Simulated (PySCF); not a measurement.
C₂H₉NSi₂, SMILES C(/[SiH3])=C\[SiH2]N at its CAM-B3LYP/def2-SVP optimised geometry (Å):

```
14

Si    -2.2966     0.7328     0.0000
C     -0.4235     0.7328     0.0000
C      0.3383     0.1810    -0.9575
Si     2.2114     0.2022    -0.9420
N      2.8248    -1.4048    -1.0971
H     -2.8236     0.0530     1.2182
H     -2.8248     2.1271     0.0000
H     -2.7886     0.0202    -1.2114
H      0.0855     1.2220     0.8437
H     -0.1609    -0.3159    -1.8019
H      2.7564     0.9535    -2.1085
H      2.5981     0.9338     0.3062
H      3.7310    -1.5707    -1.5195
H      2.5938    -2.1271    -0.4239
```

Calculation: CAM-B3LYP/def2-TZVP in PySCF 2.14.0.

Map of the electrostatic potential (hartree/e), clipped to [-0.08, 0.12] on the plane z = 1.0 Å:

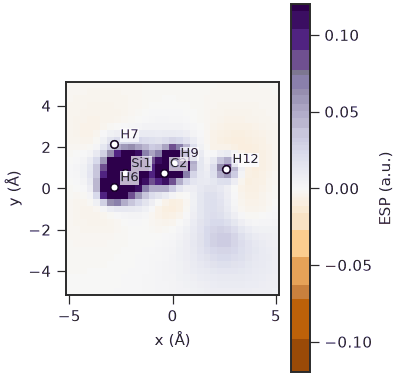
*Electrostatic potential (hartree/e), clipped to [-0.08, 0.12] on the plane z = 1.0 Å.*
